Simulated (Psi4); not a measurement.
# C3H7F (2-fluoropropane) at r2SCAN/cc-pVDZ

What is the vertical ionisation energy of C3H7F (2-fluoropropane) at r2SCAN/cc-pVDZ? The job is set up through a Python script.

The calculation is run with Psi4 1.11.

## Step 1: The system as given

C3H7F has 11 atoms, charge 0, and is taken as a singlet. As SMILES, `CC(C)F`. The shape is that of a PBE0-D4/def2-TZVP optimisation.

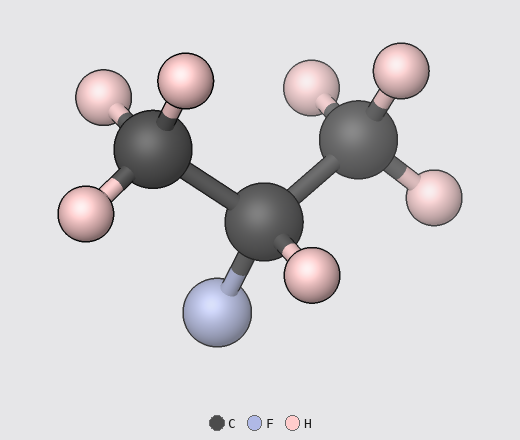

The structure, seen from a chosen angle (carbon dark grey, fluorine light blue, hydrogen pink).

## Step 2: A single-point energy at r2SCAN/cc-pVDZ

calc.py

```python
import psi4

psi4.set_memory('1600 MB')
psi4.set_num_threads(1)
psi4.core.set_output_file('c3h7f.out', False)

m = psi4.geometry("""
0 1
C     -0.234500     1.045100    -0.703000
C     -0.479600    -0.306600    -0.081300
C      0.626400    -0.766200     0.834700
F     -0.614100    -1.242400    -1.108400
H     -1.041900     1.303400    -1.390000
H     -0.180600     1.814100     0.071000
H      0.707700     1.043900    -1.256000
H     -1.436600    -0.307200     0.453700
H      1.578500    -0.788700     0.299400
H      0.417300    -1.766700     1.216600
H      0.722800    -0.085600     1.683800
symmetry c1
""")

psi4.set_options(dict(puream=True, e_convergence=1e-09, d_convergence=1e-08, scf_type='pk', dft_radial_points=99, dft_spherical_points=590))

e = psi4.energy('r2scan/cc-pVDZ', molecule=m)
print(f'r2scan/cc-pVDZ energy: {e:.10f} Eh')
```

Run with:

```sh
$ python calc.py
```

c3h7f.out:

```text
[...]
  Running in c1 symmetry.
[...]
  Nuclear repulsion =  133.058599214639941
[...]
  Multiplicity = 1
[...]
  Nalpha       = 17
  Nbeta        = 17
[...]
    Number of basis functions: 91
[...]
   @RKS iter   1:  -217.90286896719536   -1.80624e-01   9.06893e-03 DIIS/ADIIS
[...]
   @RKS iter  11:  -218.26687752849554   -7.50333e-12   7.90676e-09 DIIS
[...]
    Orbital Energies [Eh]
    ---------------------
    Doubly Occupied:
       1A    -24.464298     2A    -10.115808     3A    -10.040742
       4A    -10.040726     5A     -1.132659     6A     -0.752971
       7A     -0.665767     8A     -0.558945     9A     -0.463311
      10A     -0.431595    11A     -0.415912    12A     -0.365205
      13A     -0.362793    14A     -0.348970    15A     -0.337467
      16A     -0.284540    17A     -0.279710
[...]
  @RKS Final Energy:  -218.26687752849554
   => Energetics <=
    Nuclear Repulsion Energy =            133.0585992146399406
    One-Electron Energy =                -561.4592726958264848
    Two-Electron Energy =                 239.4181735995489930
    DFT Exchange-Correlation Energy =     -29.2843776468579620
    Empirical Dispersion Energy =           0.0000000000000000
    VV10 Nonlocal Energy =                  0.0000000000000000
    Total Energy =                       -218.2668775284955416
[...]
 Multipole Moments:
 ------------------------------------------------------------------------------------
     Multipole            Electronic (a.u.)      Nuclear  (a.u.)        Total (a.u.)
 ------------------------------------------------------------------------------------
 L = 1.  Multiply by 2.5417464519 to convert [e a0] to [Debye]
 Dipole X            :         -2.2712438            2.3802645            0.1090207
 Dipole Y            :         -3.9018358            4.3660588            0.4642231
 Dipole Z            :         -3.3244170            3.8102795            0.4858625
 Magnitude           :                                                    0.6807723
[...]
```

The script printed:

```text
r2scan/cc-pVDZ energy: -218.2668775285 Eh
```

Wall time 37 s (1 thread of Intel Xeon 6975P-C (Granite Rapids), shared host); peak memory 1 GiB.

## Step 3: The doublet cation: energy and gradient at U-r2SCAN/cc-pVDZ

c3h7f.xyz

```xyz
11
C3H7F
C     -0.234500     1.045100    -0.703000
C     -0.479600    -0.306600    -0.081300
C      0.626400    -0.766200     0.834700
F     -0.614100    -1.242400    -1.108400
H     -1.041900     1.303400    -1.390000
H     -0.180600     1.814100     0.071000
H      0.707700     1.043900    -1.256000
H     -1.436600    -0.307200     0.453700
H      1.578500    -0.788700     0.299400
H      0.417300    -1.766700     1.216600
H      0.722800    -0.085600     1.683800
```

job.py

```python
import psi4

psi4.set_memory('1600 MB')
psi4.set_num_threads(1)
psi4.set_output_file('output.dat', False)

with open('c3h7f.xyz') as f:
    atoms = ''.join(f.readlines()[2:])
molecule = psi4.geometry('1 2\n' + atoms + 'symmetry c1\nno_reorient\nno_com')

psi4.set_options({
    'basis': 'cc-pVDZ',
    'reference': 'uks',
    'puream': True,
    'e_convergence': 1e-09,
    'd_convergence': 1e-08,
    'scf_type': 'pk',
    'dft_radial_points': 99,
    'dft_spherical_points': 590,
    'maxiter': 200,
})

energy_value, wavefunction = psi4.gradient('R2SCAN', molecule=molecule, return_wfn=True)
psi4.oeprop(wavefunction, 'MAYER_INDICES', 'MULLIKEN_CHARGES', 'DIPOLE')
print('gradient / Eh bohr^-1')
print(energy_value.np.round(6))
print(f'energy = {wavefunction.energy():.10f} Eh')
for k, v in sorted(psi4.core.scalar_variables().items()):
    print(f'{k:45s} {v:18.10f}')
```

Run with:

```sh
$ python job.py
```

output.dat, shortened:

```text
[...]
  Running in c1 symmetry.
[...]
  Nuclear repulsion =  133.058599214639941
[...]
  Multiplicity = 2
[...]
  Nalpha       = 17
  Nbeta        = 16
[...]
    Number of basis functions: 91
[...]
   @UKS iter   1:  -217.43923886987460    2.83006e-01   9.79163e-03 DIIS/ADIIS
[...]
   @UKS iter  16:  -217.85672359754261   -3.04112e-12   9.42266e-09 DIIS
[...]
   @S^2 Observed:                7.530562600E-01
[...]
  @UKS Final Energy:  -217.85672359754261
   => Energetics <=
    Nuclear Repulsion Energy =            133.0585992146399406
    One-Electron Energy =                -552.3203116251513620
    Two-Electron Energy =                 230.2907281624377447
    DFT Exchange-Correlation Energy =     -28.8857393494688957
    Empirical Dispersion Energy =           0.0000000000000000
    VV10 Nonlocal Energy =                  0.0000000000000000
    Total Energy =                       -217.8567235975426115
[...]
  -Total Gradient:
     Atom            X                  Y                   Z
    ------   -----------------  -----------------  -----------------
       1        0.034481132690    -0.012227669839    -0.011289956577
       2       -0.087294773406     0.006452221752     0.056102836897
       3        0.025315540088     0.007128809659    -0.027768942859
       4        0.010222303055    -0.010615165858    -0.018187958122
       5        0.002065686091    -0.007571274921     0.009470087223
       6        0.003333695464    -0.001818328433    -0.005422489999
       7       -0.008896401190     0.010254711130     0.009409698909
       8        0.028733655077    -0.001717865057    -0.018028940311
       9       -0.005763122763     0.003616914902     0.015052093592
      10       -0.006046411608     0.009513508704    -0.005014421961
      11        0.003909957161    -0.003010305010    -0.004350007004
[...]
```

On the terminal:

```text
gradient / Eh bohr^-1
[[ 0.034481 -0.012228 -0.01129 ]
 [-0.087295  0.006452  0.056103]
 [ 0.025316  0.007129 -0.027769]
 [ 0.010222 -0.010615 -0.018188]
 [ 0.002066 -0.007571  0.00947 ]
 [ 0.003334 -0.001818 -0.005422]
 [-0.008896  0.010255  0.00941 ]
 [ 0.028734 -0.001718 -0.018029]
 [-0.005763  0.003617  0.015052]
 [-0.006046  0.009514 -0.005014]
 [ 0.00391  -0.00301  -0.00435 ]]
energy = -217.8567235975 Eh
CURRENT ENERGY                                   -217.8567235975
CURRENT REFERENCE ENERGY                         -217.8567235975
DD SOLVATION ENERGY                                 0.0000000000
DFT FUNCTIONAL TOTAL ENERGY                      -217.8567235975
DFT TOTAL ENERGY                                 -217.8567235975
DFT VV10 ENERGY                                     0.0000000000
DFT XC ENERGY                                     -28.8857393495
GRID ELECTRONS ALPHA                               16.9999997920
GRID ELECTRONS BETA                                15.9999998738
GRID ELECTRONS TOTAL                               32.9999996658
NUCLEAR REPULSION ENERGY                          133.0585992146
ONE-ELECTRON ENERGY                              -552.3203116252
PCM POLARIZATION ENERGY                             0.0000000000
PE ENERGY                                           0.0000000000
SCF ITERATION ENERGY                             -217.8567235975
SCF ITERATIONS                                     16.0000000000
SCF TOTAL ENERGY                                 -217.8567235975
TWO-ELECTRON ENERGY                               230.2907281624
XC GRID RADIAL POINTS                              99.0000000000
XC GRID SPHERICAL POINTS                          590.0000000000
XC GRID TOTAL POINTS                           603732.0000000000
```

Wall time 85 s (1 thread of Intel Xeon 6975P-C (Granite Rapids), shared host); peak memory 1 GiB.

## Step 4: Outcome

At r2SCAN/cc-pVDZ:

| quantity | value |
| --- | --- |
| singlet C3H7F: total energy | -218.26688 Eh |
| singlet C3H7F: dipole moment | 1.73 D |
| singlet C3H7F: HOMO energy | -7.61 eV |
| singlet C3H7F: LUMO energy | 1.77 eV |
| singlet C3H7F: HOMO–LUMO gap | 9.38 eV |
| doublet cation: total energy | -217.85672 Eh |
| doublet cation: HOMO energy (highest over α and β) | -15.00 eV |
| doublet cation: LUMO energy (lowest over α and β) | -14.57 eV |
| doublet cation: ⟨S²⟩ | 0.753 |
| doublet cation: largest force on an atom | 5.346 eV/Å |
| vertical ionisation energy (to the doublet cation) | 11.161 eV |

The vertical ionisation energy comes to 11.16 eV (257 kcal/mol). −ε(HOMO) before ionisation, 7.61 eV, is 3.55 eV below this ionisation energy. Mulliken charges (doublet cation) run from -0.04 on C3 to +0.23 on H8; they depend strongly on the basis.
